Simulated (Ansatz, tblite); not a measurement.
# Si(OEt)H3 (C₂H₈OSi): charged states by level of theory

Aim: the energy of removing an electron for Si(OEt)H3 (C₂H₈OSi), by energy differences, and how well orbital energies stand in for it.

Computed with Ansatz 0.2.0, Gaussian basis. Level: as each input shows.

Plan: charge +1 doublet, at the geometry of the singlet (PBE0-D4/def2-TZVP, PBE-D4/def2-TZVP, r2SCAN-D4/def2-TZVP); the starting singlet's energies come from earlier runs.

**1. The relaxed structure**

The singlet was relaxed beforehand with r2SCAN-D4/def2-SVP.

12 atoms, charge 0, spin multiplicity 1.

Atoms are counted from 1 here; the program's logs count them from 0.

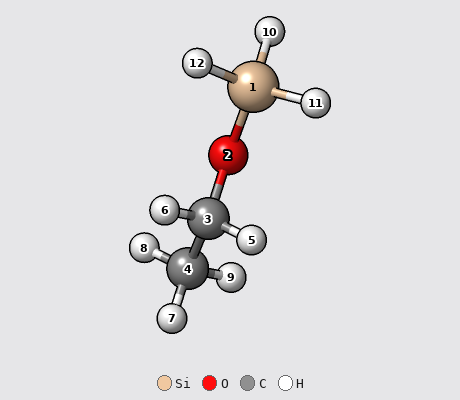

The geometry (silicon light orange, oxygen red, carbon grey, hydrogen white); atoms are numbered from 1 in the order of the file.

As a file:

```mol
C2H8OSi
  3D, bonds by distance, orders not assigned

 12 11  0  0  0  0  0  0  0  0999 V2000
    0.8435   -0.0866   -1.9012 Si  0  0
    0.6752   -0.0367   -0.2450 O   0  0
   -0.5844    0.0512    0.4029 C   0  0
   -0.3714    0.0517    1.9003 C   0  0
   -1.1114    0.9757    0.0897 H   0  0
   -1.2278   -0.8026    0.1071 H   0  0
   -1.3336    0.1212    2.4309 H   0  0
    0.1376   -0.8723    2.2143 H   0  0
    0.2563    0.9057    2.1968 H   0  0
    2.3016   -0.1743   -2.1766 H   0  0
    0.2745    1.1430   -2.5397 H   0  0
    0.1401   -1.2759   -2.4795 H   0  0
  1  2  8  0
  1 10  8  0
  1 11  8  0
  1 12  8  0
  2  3  8  0
  3  4  8  0
  3  5  8  0
  3  6  8  0
  4  7  8  0
  4  8  8  0
  4  9  8  0
M  END
```

**2. Charge +1 doublet at the fixed geometry, first pass, PBE0-D4/def2-SVP**

in.yaml reads:

```yaml
crystal:
  periodic: [false, false, false]
  atoms:
    - {symbol: Si, position_ang: [0.843537, -0.086638, -1.901242]}
    - {symbol: O, position_ang: [0.675202, -0.036750, -0.244992]}
    - {symbol: C, position_ang: [-0.584422, 0.051249, 0.402889]}
    - {symbol: C, position_ang: [-0.371399, 0.051661, 1.900330]}
    - {symbol: H, position_ang: [-1.111435, 0.975692, 0.089687]}
    - {symbol: H, position_ang: [-1.227822, -0.802640, 0.107094]}
    - {symbol: H, position_ang: [-1.333649, 0.121185, 2.430872]}
    - {symbol: H, position_ang: [0.137564, -0.872290, 2.214315]}
    - {symbol: H, position_ang: [0.256314, 0.905705, 2.196778]}
    - {symbol: H, position_ang: [2.301565, -0.174313, -2.176596]}
    - {symbol: H, position_ang: [0.274450, 1.143044, -2.539686]}
    - {symbol: H, position_ang: [0.140086, -1.275894, -2.479469]}
basis:
  gaussian: {orbitals: def2-SVP}
total_charge: 1
magnetization: {spin_polarized: true, initial_magnetization: 1}
hamiltonian: {xc: pbe0, dispersion: d4}
output: {orbitals: {seedname: orbitals}}
```

On the command line:

```console
> ansatz run in.yaml --threads 4 --pin off --events-out ev --progress --plain --max-ram 3916MiB
```

Standard output:

```text
Functional definition: PBE0
  name "PBE0"
  cite "Adamo & Barone, J. Chem. Phys. 110, 6158 (1999) doi:10.1063/1.478522"
  cite "Perdew, Burke & Ernzerhof, Phys. Rev. Lett. 77, 3865 (1996) doi:10.1103/PhysRevLett.77.3865"
  parent pbe
  parameter a = 0.25
  parameter kappa = 0.804
  parameter beta = 0.06672455060314922
  exchange = (1 - a)*pbe_x(kappa = kappa, mu = beta*pi^2/3) + a*exact_x
  correlation = pbe_c(beta = beta)
1001 factors; integrals over basis functions are off by at most 1.2e-3 eV
mean field evaluation 1: about -12089.9785 eV, gradient 5.5e1 eV
mean field evaluation 2: about -12024.2236 eV, gradient 1.3e2 eV
mean field evaluation 4: about -12104.1908 eV, gradient 1.8e1 eV
mean field evaluation 8: about -12105.4816 eV, gradient 1.0e0 eV
mean field evaluation 16: about -12105.6713 eV, gradient 9.3e-3 eV
mean field evaluation 32: about -12105.1943 eV, gradient 4.3e0 eV
mean field -12105.67131014 eV, -444.8752151290 hartree, gradient 1.6e-5 eV, S^2 0.756879; 4 other end points of the search recorded, 0 dependent functions left out
reference -12105.67133809 eV, -444.8752161562 hartree; 21, 20 occupied and 79, 80 virtual orbitals, 1001 factors
Total energy: -12105.80984670 eV, -444.8803062536 hartree
```

Run time: 4.8 s. Hardware: 4 threads of Intel Xeon at 2.50GHz, shared host.

HOMO -14.96 eV, LUMO -12.32 eV (over both spins); ⟨S²⟩ 0.757 (pure: 0.75).

**3. Charge +1 doublet at the fixed geometry, PBE0-D4/def2-TZVP**

start.molden holds the orbitals of an earlier run on this state, given as this run's starting guess.

in.yaml, as its differences from that of step 2:

```diff
@@ -16,3 +16,3 @@
 basis:
-  gaussian: {orbitals: def2-SVP}
+  gaussian: {orbitals: def2-TZVP, initial_orbitals: start.molden}
 total_charge: 1
@@ -20,2 +20,3 @@
 hamiltonian: {xc: pbe0, dispersion: d4}
+scf: {omitted_lower_state_checks: [starts]}
 output: {orbitals: {seedname: orbitals}}
```

The command is unchanged.

Standard output:

```text
Functional definition: PBE0
  name "PBE0"
  cite "Adamo & Barone, J. Chem. Phys. 110, 6158 (1999) doi:10.1063/1.478522"
  cite "Perdew, Burke & Ernzerhof, Phys. Rev. Lett. 77, 3865 (1996) doi:10.1103/PhysRevLett.77.3865"
  parent pbe
  parameter a = 0.25
  parameter kappa = 0.804
  parameter beta = 0.06672455060314922
  exchange = (1 - a)*pbe_x(kappa = kappa, mu = beta*pi^2/3) + a*exact_x
  correlation = pbe_c(beta = beta)
these checks for a lower state are left out or cut short: starts
1131 factors; their error is unknown
mean field evaluation 1: about -12110.5953 eV, gradient 9.1e1 eV
mean field evaluation 2: about -12113.2667 eV, gradient 2.8e0 eV
mean field evaluation 4: about -12113.3282 eV, gradient 2.9e-1 eV
mean field evaluation 8: about -12113.3284 eV, gradient 2.1e-5 eV
mean field -12113.32841189 eV, -445.1566084282 hartree, gradient 2.1e-5 eV, S^2 0.757443; 0 other end points of the search recorded, 0 dependent functions left out
reference -12113.32844711 eV, -445.1566097224 hartree; 21, 20 occupied and 157, 158 virtual orbitals, 1131 factors
Total energy: -12113.46695572 eV, -445.1616998198 hartree
Checks for a lower state left out: starts
```

Run time: 6 s. Hardware: 4 threads of Intel Xeon at 2.50GHz, shared host.

From the report: HOMO -14.92 eV, LUMO -12.27 eV (over both spins); ⟨S²⟩ 0.757 (pure: 0.75).

**4. Charge +1 doublet at the fixed geometry, PBE-D4/def2-TZVP**

in.yaml, as its differences from that of step 3:

```diff
@@ -19,3 +19,3 @@
 magnetization: {spin_polarized: true, initial_magnetization: 1}
-hamiltonian: {xc: pbe0, dispersion: d4}
+hamiltonian: {xc: pbe, dispersion: d4}
 scf: {omitted_lower_state_checks: [starts]}
```

Same command.

Standard output:

```text
Functional definition: PBE
  name "PBE"
  cite "Perdew, Burke & Ernzerhof, Phys. Rev. Lett. 77, 3865 (1996) doi:10.1103/PhysRevLett.77.3865"
  parent pbe
  parameter kappa = 0.804
  parameter beta = 0.06672455060314922
  exchange = pbe_x(kappa = kappa, mu = beta*pi^2/3)
  correlation = pbe_c(beta = beta)
these checks for a lower state are left out or cut short: starts
1115 factors; their error is unknown
mean field evaluation 1: about -12112.2736 eV, gradient 6.9e0 eV
mean field evaluation 2: about -12112.4220 eV, gradient 2.7e-1 eV
mean field evaluation 4: about -12112.3962 eV, gradient 1.3e-2 eV
mean field evaluation 8: about -12112.3962 eV, gradient 1.2e-5 eV
mean field -12112.39623665 eV, -445.1223516197 hartree, gradient 1.2e-5 eV, S^2 0.752786; 0 other end points of the search recorded, 0 dependent functions left out
reference -12112.39628346 eV, -445.1223533399 hartree; 21, 20 occupied and 157, 158 virtual orbitals, 1115 factors
Total energy: -12112.56128926 eV, -445.1284171915 hartree
Checks for a lower state left out: starts
```

Wall time 4.4 s (4 threads of Intel Xeon at 2.50GHz, shared host).

From the report: HOMO -13.49 eV, LUMO -12.92 eV (over both spins); ⟨S²⟩ 0.753 (pure: 0.75).

**5. Charge +1 doublet at the fixed geometry, r2SCAN-D4/def2-TZVP**

in.yaml, as its differences from that of step 4:

```diff
@@ -19,3 +19,3 @@
 magnetization: {spin_polarized: true, initial_magnetization: 1}
-hamiltonian: {xc: pbe, dispersion: d4}
+hamiltonian: {xc: r2scan, dispersion: d4}
 scf: {omitted_lower_state_checks: [starts]}
```

Launched as before.

Standard output:

```text
Functional definition: r2SCAN
  name "r2SCAN"
  cite "Furness, Kaplan, Ning, Perdew & Sun, J. Phys. Chem. Lett. 11, 8208 (2020) doi:10.1021/acs.jpclett.0c02405"
  cite "Furness, Kaplan, Ning, Perdew & Sun, J. Phys. Chem. Lett. 11, 9248 (2020) doi:10.1021/acs.jpclett.0c03077"
  parent r2scan
  parameter k0 = 0.174
  parameter k1 = 0.065
  parameter a1 = 4.9479
  exchange = r2scan_x(k0 = k0, k1 = k1, a1 = a1)
  correlation = r2scan_c
these checks for a lower state are left out or cut short: starts
1115 factors; their error is unknown
mean field evaluation 1: about -12118.6381 eV, gradient 4.2e0 eV
mean field evaluation 2: about -12118.6879 eV, gradient 1.1e-1 eV
mean field evaluation 4: about -12118.6608 eV, gradient 3.3e-3 eV
mean field evaluation 8: about -12118.6608 eV, gradient 8.2e-5 eV
mean field -12118.66075936 eV, -445.3525685832 hartree, gradient 1.3e-5 eV, S^2 0.756869; 0 other end points of the search recorded, 0 dependent functions left out
reference -12118.66077588 eV, -445.3525691901 hartree; 21, 20 occupied and 157, 158 virtual orbitals, 1115 factors
Total energy: -12118.70245583 eV, -445.3541009001 hartree
Checks for a lower state left out: starts
```

Wall time 7 s (4 threads of Intel Xeon at 2.50GHz, shared host).

HOMO -13.84 eV, LUMO -12.96 eV (over both spins); ⟨S²⟩ 0.757 (pure: 0.75).

**6. Vertical ionisation energy**

Charged state less starting state, singlet to doublet; the starting state's energies are those of its earlier runs.

```csv
level,vertical ionisation energy (eV),time
PBE-D4/def2-TZVP,+9.83,6.6 s
r2SCAN-D4/def2-TZVP,+9.98,11 s
PBE0-D4/def2-TZVP,+10.19,9.2 s
```

Times add the two runs; a level without a time comes out of a correlated run.

Beside −ε(HOMO) of the starting state:

```csv
level,−ε(HOMO) (eV),by difference (eV),mismatch (eV)
PBE-D4/def2-TZVP,6.55,9.83,-3.28
r2SCAN-D4/def2-TZVP,6.87,9.98,-3.10
PBE0-D4/def2-TZVP,8.06,10.19,-2.13
```

**7. Results**

```
                                            quantity                                value
vertical ionisation energy, functionals in def2-TZVP  9.83 (PBE-D4) to 10.19 eV (PBE0-D4)
```

The vertical ionisation energy spans 9.83 to 10.19 eV over the functionals. −ε(HOMO) misses the level's own difference by -2.13 eV at best (PBE0-D4) and -3.28 eV at worst (PBE-D4).
